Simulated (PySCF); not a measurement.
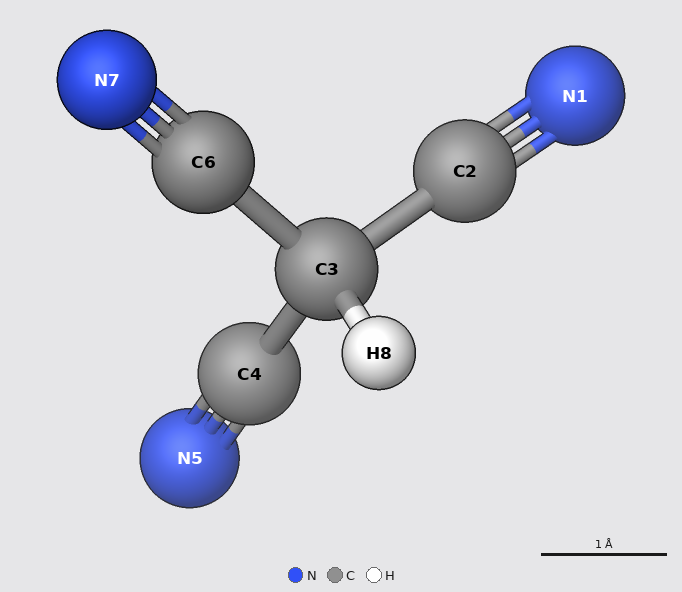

The view is orthographic, and the bar gives the scale. The geometry was computed by an optimisation with PBE0-D3(BJ)/def2-SVP. No frequency run is at hand to confirm it as a minimum.

Give an XYZ file in the frame of the picture: x to the right, y up, z towards the viewer, origin at the mean of the atomic positions.

```xyz
8
C4HN3
N    2.12   1.21  -0.75
C    1.23   0.60  -0.33
C    0.12  -0.19   0.22
C   -0.50  -1.03  -0.81
N   -0.98  -1.71  -1.61
C   -0.87   0.67   0.88
N   -1.65   1.33   1.42
H    0.54  -0.87   0.99
```
